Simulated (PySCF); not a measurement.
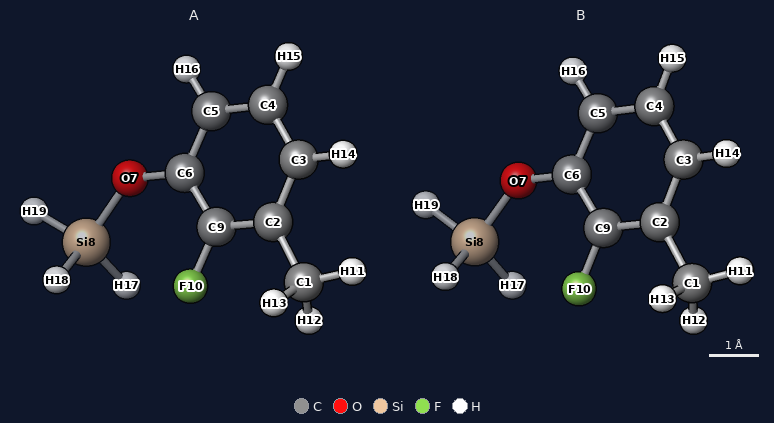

Two geometries of C7H9FOSi, drawn at one scale. One is the start of a relaxation, the other its converged end. A ball-and-stick model, seen at a tilt.

Method: PBE0-D3(BJ)/def2-SVP geometry optimisation, gas phase in PySCF. 

Q: Which one is relaxed?

A: Structure A is the relaxed one. The start comes from GFN2-xTB. Its atoms were then displaced at random by about 0.01 Å. Over 5 geometry steps the energy falls by 0.327 eV. The largest move after the best rigid fit is that of H19, 0.17 Å. Largest moves by element: H 0.17 Å, O 0.07 Å, F 0.07 Å, C 0.05 Å, Si 0.03 Å. Near-neighbour distances that change, for instance: O7–Si8 1.625 → 1.684 Å, C3–C4 1.345 → 1.394 Å, Si8–H17 1.452 → 1.490 Å, C1–C2 1.532 → 1.498 Å. Among the angles between lasting bonds that change: O7–Si8–H19 97.9° → 103.3°, C2–C1–H13 106.9° → 111.1°, C3–C4–H15 123.2° → 119.9°. The run took 73 s on 1 thread of Intel(R) Xeon(R) 6975P-C (shared host).
